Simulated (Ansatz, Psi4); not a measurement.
Intermolecular potential of AlCl3 ··· H4OSi (SMILES [Cl][Al]([Cl])[Cl] and O[SiH3]). Monomers: optimised at B3LYP-D3(BJ) (def2-TZVP), held rigid. Orientation: lowest of the rigid-body minima from ten starts at GFN2-xTB (searched outside a hard wall at short contacts). The monomers approach along the line of their centres of mass (distance R); nothing else relaxes. The shortest distances reach bonding range, where SAPT0 and rigid monomers are unreliable.

Computed with: SAPT0/jun-cc-pVDZ, frozen core (Psi4); PBE/def2-TZVP, counterpoise-corrected (Psi4); MP2/aug-cc-pVTZ = Psi4 1.11 with DF-MP2/aug-cc-pVTZ, frozen core, counterpoise-corrected; wB97M-V/def2-TZVP, counterpoise-corrected (Psi4); CCSD(T)/aug-cc-pVDZ = CCSD(T) on RHF/aug-cc-pVDZ, frozen core, counterpoise-corrected in Ansatz (a program for electronic structure).

Cost and agreement with CCSD(T)/aug-cc-pVDZ over the 11 points of the scan, with CCSD(T)/aug-cc-pVDZ as yardstick. Costs are rough ratios of core time within Psi4 on shared cores, each with its mean field (Kohn-Sham runs search longer for lower solutions than correlated ones do); the miss is the largest difference from CCSD(T) of the interaction energy, in kJ/mol.

Which of them comes closest to CCSD(T)/aug-cc-pVDZ within 7 times the cost of the cheapest?

PBE/def2-TZVP, 5.93 kJ/mol off at most.

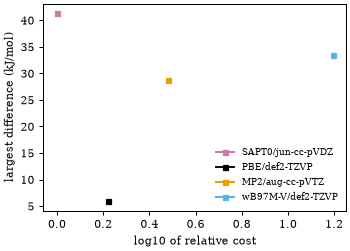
Figure: Miss against cost, one point a level.

```tsv
level	relative cost	largest difference
SAPT0/jun-cc-pVDZ	1	41.39
PBE/def2-TZVP	2	5.93
MP2/aug-cc-pVTZ	3	28.68
wB97M-V/def2-TZVP	20	33.50
```

Costs within a factor of two of each other count as equal.
